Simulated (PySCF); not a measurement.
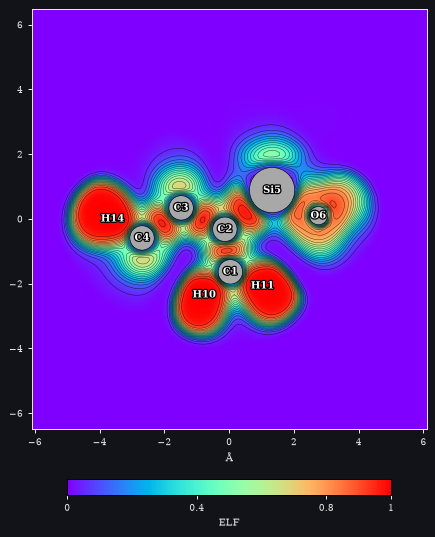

Figure. C5H15NOSi2. ELF on the plane of atoms C3, C4 and H14. Grey discs cover the atomic cores.

Geometry: GFN2-xTB.

Level of theory: PBE0/pcSseg-1, SCF density, gas phase, non-relativistic in PySCF.

```tsv
atom	x (Å)	y (Å)	z (Å)
C	2.3384	1.2412	0.7862
C	1.6449	0.1652	0.4392
C	2.1494	-0.8661	-0.5334
C	3.5481	-0.6407	-1.0936
Si	-0.1053	-0.1647	1.0845
O	-0.5644	0.9698	2.1717
Si	-1.6050	-0.0336	-0.6440
N	-3.1860	0.1046	0.0125
C	-4.3830	0.0653	-0.7903
H	3.3235	1.4678	0.4102
H	1.9314	1.9672	1.4727
H	2.1152	-1.8400	-0.0366
H	1.4343	-0.9172	-1.3612
H	3.8079	-1.4499	-1.7727
H	3.5974	0.2945	-1.6463
H	4.2844	-0.6158	-0.2933
H	-0.0052	-1.4519	1.8028
H	-0.0175	1.1766	2.9262
H	-1.2654	1.0183	-1.6340
H	-1.6577	-1.2710	-1.4426
H	-3.3049	0.6749	0.8360
H	-5.2326	-0.2591	-0.1862
H	-4.6269	1.0354	-1.2383
H	-4.2328	-0.6509	-1.5949
```

### Describe what can be read from this map.

- Atoms in the plane: C, Si, O and H.
- C–C (1.33 Å): the ELF peaks at about 0.90 between the atoms: a short, multiple covalent bond.
- Si–O (1.64 Å): the ELF peaks at about 0.85 between the atoms, as expected for a shared but strongly polarised pair.
- C–Si (1.89 Å): the ELF peaks at about 0.95 between the atoms; a shared electron pair.
- The ELF also peaks beside O6, away from the bonds: lone-pair regions.
